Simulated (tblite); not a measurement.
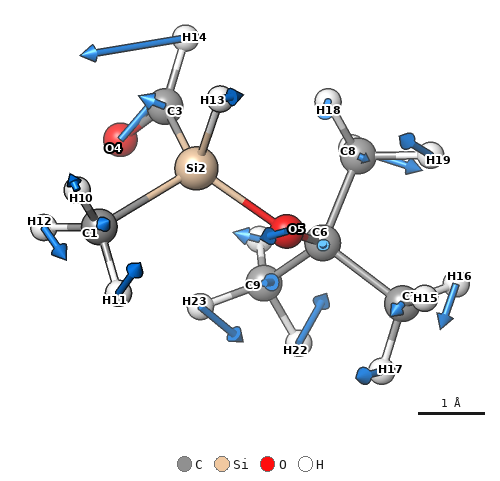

This is a relaxation of C$_{6}$H$_{14}$O$_{2}$Si. The starting structure is drawn; blue arrows show the displacements, at their true length. The two geometries are superimposed by the best rigid fit.

A ball-and-stick model, seen at a tilt.

Computed with GFN2-xTB geometry optimisation, gas phase (tblite 0.8.0). 

### Atoms of which element are displaced furthest, and by how much?

Hydrogen: up to 1.74 Å, against 0.94 Å for oxygen.

### What did the optimiser do to the structure, and how much energy did it gain?

Over 199 geometry steps the energy falls by 1.312 eV. An H atom moves most after the best rigid fit: 1.74 Å. By element the largest moves are H 1.74 Å, O 0.94 Å, C 0.49 Å, Si 0.10 Å. Among the contacts that change: C–Si 1.834 → 1.929 Å, O–Si 1.676 → 1.603 Å, C–O 1.365 → 1.420 Å, C–H 1.131 → 1.087 Å. Bond angles that change, for instance: Si–O–C 118.1° → 137.0°, C–Si–O 113.6° → 104.9°, O–Si–H 104.8° → 113.3°. Groups turn about C–Si by about 95°, C–C by about 55°, O–Si by about 50°. The run took 3.3 s on 1 thread of Arm Neoverse N1 (shared host).
